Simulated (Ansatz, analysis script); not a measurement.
# Energy of a turned moment in MnS, part 2 of 2

Aim: the energy that it costs to turn one moment of MnS against the others.

Ansatz 0.2.0; PBEsol with U = 4 eV on Mn d (ortho-atomic projectors), PAW set soft_1 (files made for PBE).

So far. Step 2 (Collinear start 1: antiferro q=(0,1/2,1/2) +-): It ends antiferromagnetic, with 4.47 μB on the largest site. Step 3 (Collinear start 2: antiferro q=(0,0,1/2) +-): It ends antiferromagnetic, with 4.41 μB on the largest site.

The database entry behind the starting cell differs from later determinations by our own check (an axis about 0.2 % short against later determinations), so it need not match the best structure at ambient conditions.

### 5. Constrained states

Level of this step: Ansatz DFT on spinors, a batch of states with constrained moment directions; PBEsol+U, PAW set soft_1; PAW set soft_1 (Ansatz).

A canted state is in general not stationary, so a lock holds the direction of each moment by a field that the run finds for itself, with a floor under its size so that it cannot collapse. One batch solves all states on one mesh, so that their energies can be subtracted.

The input counts atoms from 0. Atom 1 (Mn) is the turned one, and with it all its lattice images.

input.yaml reads:

```yaml
crystal:
  lattice:
    - [0.0, 2.6045, 2.6045]
    - [2.6045, 0.0, 2.6045]
    - [5.209, 5.209, 0.0]
  atoms:
    - { symbol: Mn, position: [0.0, 0.0, 0.0], spin: 4.41, spin_axis: [0.0, 0.0, 1.0] }
    - { symbol: Mn, position: [0.0, 0.0, 0.5], spin: 4.41, spin_axis: [0.0, 0.0, -1.0] }
    - { symbol: S, position: [0.5, 0.5, 0.25] }
    - { symbol: S, position: [0.5, 0.5, 0.75] }
kpoints:
  mp_grid: { grid: [6, 6, 3] }
hamiltonian:
  xc: pbesol
  hubbard:
    projectors: ortho-atomic
    sites: [{ species: Mn, l: d, u_eff: 4.0 }]
  pseudopotentials: { kind: paw, azcp: { folder: soft_1 }, xc_functional: pbe }
scf:
  occupations: { method: fermi_dirac, width: 0.05 }
  max_iter: 120
  convergence: { dr2_threshold: 1.0e-08 }
basis:
  ecutwfc: 420.0
magnetization:
  noncollinear: true
magnetic_configurations:
  lock: { kind: ray, floor_fraction: 0.25 }
  seed: rotate
  angular_fan:
    site: 1
    rotation_axis: [0, 1, 0]
    angles_deg: [0, 30, 60, 90, 135, 180]
checkpoint:
  read: start
```

The run is started by

```
$ ansatz run input.yaml --threads 4 --pin off --max-ram 8192MiB --backend cpu --events-out ev --progress --plain --runs-dir out
```

Numbers of over 12 decimals in the logs are rounded to 6 here.

What it wrote:

```text
Warning: checkpoint.read: spin treatment differs: saved collinear, current noncollinear; the saved charge density seeds this run and the saved magnetisation is carried along the axis that this deck's starting moments share; the saved density holds an absolute magnetisation of 9.4e0 μB; saved orbitals are not carried; the saved PAW projector densities are carried along that axis; the saved DFT+U occupations are carried along that axis
[...]
davidson cushion auto → off  (block headroom 10 ≥ Hubbard manifold empty extent 10; pin scf.eigensolver.cushion to override)
Crystal: 4 atoms, lattice volume = 70.670 Å³
Basis set: ecut = 420 eV, 1401 PW (Γ)
Bands: 52, of which v1, the nominal top of the filled ones, is band 42 counted from 1 (41 counted from 0)
Symmetry: 4 space group operations
k-points: 56 of 108 (irreducible under 2 space group operations)
[...]
Starting moments: Σ|m| = 8.82 μB on 2 of 4 sites; this step starts from the density that it was given
[...]
iter 1 solved again at ethr=1.22e-5 eV; its pass at ethr=1.00e-1 eV (dr2=5.12e-3 eV) is discarded
SCF iter   1: F=-9507.372825 eV  HF=-9507.372825 eV  |F-HF|=1.47e-7  |Δ(HF+E_count)|=         —  Δρ=1.48e-5  dr2=1.90e-7  dr2_m=3.63e-9  ethr=1.22e-5  |M|=1.75e-15 ∫|m|=9.44e0 μB  |m|>n=0.0e0 m-floor=0.0e0 τ_xc=6.0e-14 mc-row=0.0e0  β_m=0.30  ⟨swp⟩=12.3  Hψ=23837  notcnv=0
eigensolver tolerance schedule: the retry pair's looser diagonalisation over-reported the residual by 26931.83 of it (diagonalisation noise at an unbounded share of the residual, at the tolerance the schedule requests for it); recorded, not acted on — ethr = c·dr2/N_el stays at c = 1.0e-1
[...]
spin=Noncollinear: Resta preconditioning applied to the charge; magnetization (m_x, m_y, m_z) channels mix plain (no charge-response kernel on spin).
SCF iter   2: F=-9507.372829 eV  HF=-9507.372829 eV  |F-HF|=2.53e-8  |Δ(HF+E_count)|=   4.51e-6  Δρ=5.87e-6  dr2=3.14e-8  dr2_m=3.08e-10  ethr=4.52e-10  |M|=3.70e-13 ∫|m|=9.44e0 μB  |m|>n=0.0e0 m-floor=0.0e0 τ_xc=1.0e-12 mc-row=0.0e0  β_m=0.26  ⟨swp⟩=6.2  Hψ=12017  notcnv=0
[...]
SCF iter   4: F=-9507.372829 eV  HF=-9507.372829 eV  |F-HF|=6.22e-10  |Δ(HF+E_count)|=   5.21e-9  Δρ=1.12e-6  dr2=9.89e-10  dr2_m=2.11e-11  ethr=2.37e-12  |M|=5.33e-10 ∫|m|=9.44e0 μB  |m|>n=0.0e0 m-floor=0.0e0 τ_xc=4.4e-10 mc-row=0.0e0  ⟨swp⟩=3.3  Hψ=12071  notcnv=0  defer=1
SCF 1 converged in 4 iterations: F = -9507.372829 eV  dr2 = 9.89e-10
[...]
the search or the solves at the SCF's close seem to have found levels that the self-consistency loop had missed (the run counts 3). By its estimate they hold under 1e-12 electrons; where the run keeps them, the occupations were computed again with them
── magnetic configuration reference member: converged ──
── magnetic configuration member 1/6: fan1.0 ──
[...]
SCF 1 converged in 4 iterations: F = -9507.372829 eV  dr2 = 7.21e-9
[...]
── member 1 fan1.0: converged ──
── magnetic configuration member 2/6: fan1.30 ──
Symmetry: 2 space group operations
k-points: 56 of 108
[...]
SCF 1 converged in 8 iterations: F = -9507.367027 eV  dr2 = 2.40e-10
── member 2 fan1.30: converged ──
── magnetic configuration member 3/6: fan1.60 ──
[...]
SCF 1 converged in 9 iterations: F = -9507.350327 eV  dr2 = 2.95e-10
── member 3 fan1.60: converged ──
── magnetic configuration member 4/6: fan1.90 ──
[...]
SCF 1 converged in 9 iterations: F = -9507.325151 eV  dr2 = 9.32e-10
── member 4 fan1.90: converged ──
── magnetic configuration member 5/6: fan1.135 ──
[...]
SCF 1 converged in 9 iterations: F = -9507.283086 eV  dr2 = 3.52e-9
── member 5 fan1.135: converged ──
── magnetic configuration member 6/6: fan1.180 ──
[...]
SCF 1 converged in 8 iterations: F = -9507.262363 eV  dr2 = 2.03e-9
── member 6 fan1.180: converged ──
SCF converged after 4 iterations
Stability not checked: this state was not tested for a lower state beside it, because a magnetisation constraint still acts at the end of the SCF (magnetization_constraint; see scf.lower_state_search)
Magnetization: |M| = 0.0000 μB,  M = (-0.0000, +0.0000, +0.0000) μB
Absolute magnetization: 9.4461 μB (∫|m|, with the PAW one-centre terms)
  site 0: m = (-0.0000, +0.0000, +4.4080) μB, |m| = 4.4080 μB  (R = 1.07 Å)
  site 1: m = (-0.0000, +0.0000, -4.4080) μB, |m| = 4.4080 μB  (R = 1.07 Å)
  site 2: m = (-0.0000, +0.0000, +0.0000) μB, |m| = 0.0000 μB  (R = 1.07 Å)
  site 3: m = (-0.0000, +0.0000, -0.0000) μB, |m| = 0.0000 μB  (R = 1.07 Å)
--- Magnetisation constraints (ε_frz = 1.0e-4 eV) ---
  site  kind           target                      achieved (μB)             |Δ|max (μB)  g (eV/μB)                     λ_eff  esc  ok   flags
  0     per_site_axis  ê (+0.000, +0.000, +1.000)  (-0.000, +0.000, +4.408)  6.27e-11     (-7.8e-11, +1.3e-10, +0.0e0)  1.000  0    yes
  1     per_site_axis  ê (+0.000, +0.000, -1.000)  (-0.000, +0.000, -4.408)  6.27e-11     (-1.3e-10, +7.8e-11, +0.0e0)  1.000  0    yes
Free energy (F): -9507.372829 eV
[...]
Internal energy: -9507.372829 eV  (E = F + TS)
E sigma→0 (E₀):  -9507.372829 eV
Fermi energy:    10.412679 eV
[...]
--- Hubbard shell moments (per corrected site; Tr N, ν in electrons; μ in μ_B) ---
  shell 0: Tr N=5.2983  μ_S=(-0.0000, +0.0000, +4.6419)  μ_L=(-0.0000, +0.0000, +0.0000)  μ=(-0.0000, +0.0000, +4.6419)  ν=0.0000 along (-0.000, +0.000, +1.000)
  shell 1: Tr N=5.2983  μ_S=(-0.0000, +0.0000, -4.6419)  μ_L=(-0.0000, +0.0000, -0.0000)  μ=(-0.0000, +0.0000, -4.6419)  ν=0.0000 along (-0.000, +0.000, -1.000)
--- Band table (eV; the first three rows and the last of 56) ---
  k-point 0: bands = [... 38 lower, 8.6376, 8.6376, 8.6410, 8.6410, 12.3063, 12.3063, 12.6395, 12.6395, ... 6 higher]
  k-point 1: bands = [... 38 lower, 9.2843, 9.2843, 9.2843, 9.2843, 12.3755, 12.3755, 12.5498, 12.5498, ... 6 higher]
  k-point 2: bands = [... 38 lower, 8.9841, 8.9841, 8.9895, 8.9895, 12.3827, 12.3827, 12.6793, 12.6793, ... 6 higher]
  k-point 55: bands = [... 38 lower, 8.2298, 8.2298, 8.5843, 8.5843, 11.9749, 11.9749, 12.6513, 12.6513, ... 6 higher]
Occupation matrices written to <dir>
--- Magnetic configurations: 6 members + reference (common group order 2, 56 k-points under it; ray lock λ = 1 eV/μ_B², moment radius default, seed rotate, symmetry detected) ---
  F: the free energy, without the constraint's penalty, at the texture the member reached; Δ(F+E_count)@target: (F + electron-count term + first-order target correction) against the reference's — the energy at the target texture, the difference a fit consumes
  member                      status             F (eV) Δ(F+E_count)@target (meV)  max|Δm| μB  max|g| eV/μB  outer  esc   |G|
  reference                converged      -9507.3728295                    +0.000    6.27e-11      1.25e-10      0    0     4
  fan1.0                   converged      -9507.3728295                    +0.000    2.64e-10      5.28e-10      0    0     4
  fan1.30                  converged      -9507.3670266                    +5.828     2.49e-3       4.98e-3      0    0     2
  fan1.60                  converged      -9507.3503270                   +22.589     4.65e-3       9.30e-3      0    0     2
[...]
fan1.135                 converged      -9507.2830856                   +89.854     5.26e-3       1.05e-2      0    0     2
  fan1.180                 converged      -9507.2623630                  +110.467    1.39e-14      2.78e-14      0    0     4
  no lower state was looked for behind 7 of the runs: none is made under a magnetisation constraint held to the close
```

It took 2.3 min on 4 threads of Arm Neoverse V1, shared host; peak memory 0.71 GiB; 9.2 min of CPU time.

The batch gives an energy and a set of moments for each member that converges.

### 6. Reading the batch

All numbers here come from the batch. Energies are free energies plus the run's first-order correction to the targets, less the reference.

| angle (°) | energy (meV a cell) | turned moment (μB) |
| --- | --- | --- |
| 0 | 0.00 | 4.408 |
| 30 | 5.83 | 4.413 |
| 60 | 22.59 | 4.426 |
| 90 | 47.82 | 4.445 |
| 135 | 89.85 | 4.476 |
| 180 | 110.47 | 4.492 |

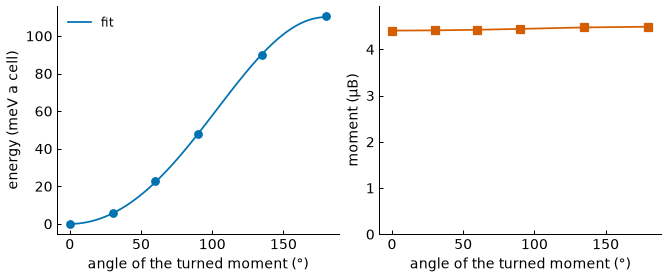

Energy of the cell and size of the turned moment against its angle.

A fit E(θ) = A (1 − cos θ) + B sin²θ to the 5 turned states whose moment kept its size within 15 % gives A = 55.0 meV and B = -7.12 meV, with an r.m.s. miss of 0.37 meV. A > 0 favours the reference's alignment.

### 7. Results

```yaml
energy_at_180: 110 meV a cell
turned_moment: 4.41 μB at 0°, 4.49 μB at 180°
bilinear_term_a: 55.0 meV
biquadratic_term_b: -7.12 meV
```

In words: Every turn costs energy, 110 meV a cell at 180°, so the antiferromagnetic reference is stable against this one rotation; no orders other than those typed and the 180° state were run. The turned moment keeps its size within 1.9 %. The biquadratic term is 13 % of the bilinear one, so a Heisenberg term alone is not enough; B < 0 softens the collinear states, though not enough for a canted minimum. With two magnetic atoms a cell and E = −Σ J e·e over ordered pairs, the couplings of one atom to all images of the other sum to -27.5 meV. Spin–orbit coupling is switched off, and couplings of the turned atom to its own lattice images don't enter, since these turn with it.

[Logs and program files are shortened in this print: banners, set-up blocks, solver, clock and traceback lines can be left out without a mark of their own.]

[Logs are printed without paths, hosts, clocks, repeated set-up lines and the standing remarks that a program may print on its own settings, such as how far it seeks lower states.]

[Hosts, paths, dates, database ids (printed as entryN), source tags and the programs' standing remarks are cut or masked in the printed files.]
